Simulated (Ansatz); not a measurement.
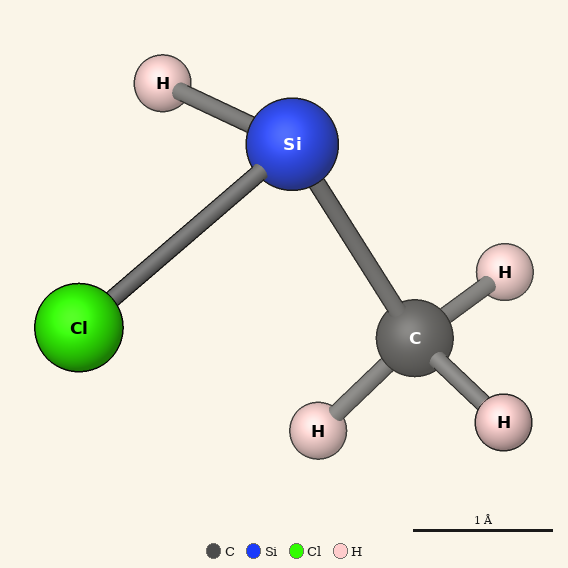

Depth is shown by fading: the farther an atom, the more it takes the colour of the background. Charge −1, singlet. The computed structure is the end point of a PBE0-D4/def2-TZVPD optimisation. No frequency run is at hand to confirm it as a minimum. Masses are those of the most abundant isotopes; constants are for the rigid equilibrium geometry.

Classify the rotor and give the rotational constants (GHz).

Answer. An asymmetric top (C1): A = 13.8, B = 3.93, C = 3.20 GHz. Ray's parameter κ is −0.86, close to the prolate limit.
